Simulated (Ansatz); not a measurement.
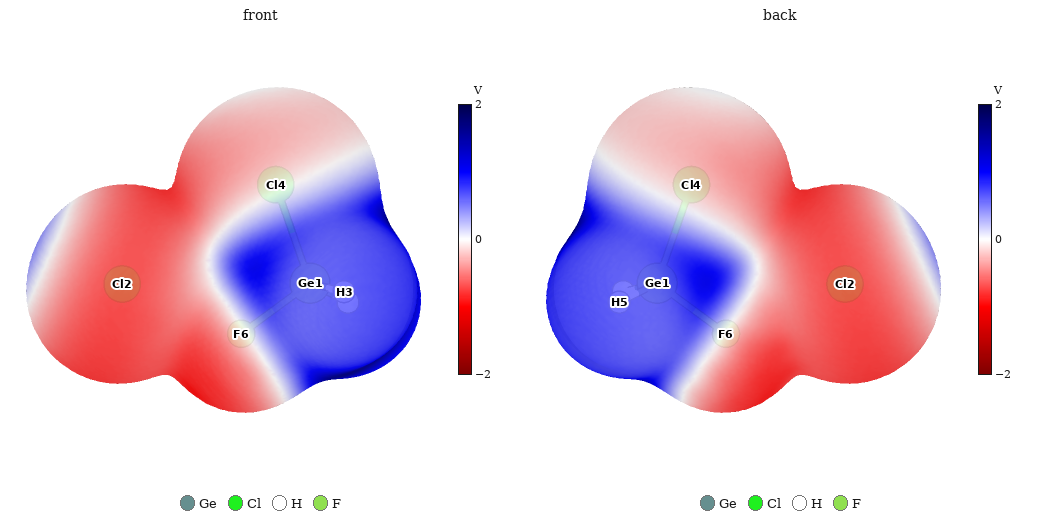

ClFGeH2···Cl (doublet). The molecular electrostatic potential painted on the density surface at 0.001 e/bohr³, seen from the front and from behind; red is negative and blue positive.

Method: Ansatz 0.2.0, UKS B3LYP-D4/def2-SVP.

Input

```
crystal:
  periodic: [false, false, false]
  atoms:
    - { symbol: Ge, position_ang: [0.006871, -0.011308, -0.095752] }
    - { symbol: Cl, position_ang: [0.001681, -0.002936, 2.10985] }
    - { symbol: H, position_ang: [1.474136, 0.052522, -0.537183] }
    - { symbol: Cl, position_ang: [-1.018978, 1.765661, -0.777295] }
    - { symbol: H, position_ang: [-0.781929, -1.250032, -0.537505] }
    - { symbol: F, position_ang: [0.004219, -0.007208, 4.806185] }
magnetization:
  spin_polarized: true
  initial_magnetization: 1
basis:
  gaussian: { orbitals: def2-SVP }
hamiltonian:
  xc: b3lyp
  dispersion: d4
relax:
  f_tol: 0.03
  max_steps: 50
output:
  orbitals: {}
```

Launched as:

```sh
ansatz run input.yaml --threads 4 --pin off --max-ram 5120MiB --backend cpu --events-out ev --progress --plain --runs-dir out
```

The fields are those of the run's last geometry, not of the input's.

Question: Where is the surface potential most negative and most positive?

Answer: The most negative region (about −0.9 V) lies over F6, the most positive (about +1.7 V) over Ge1.
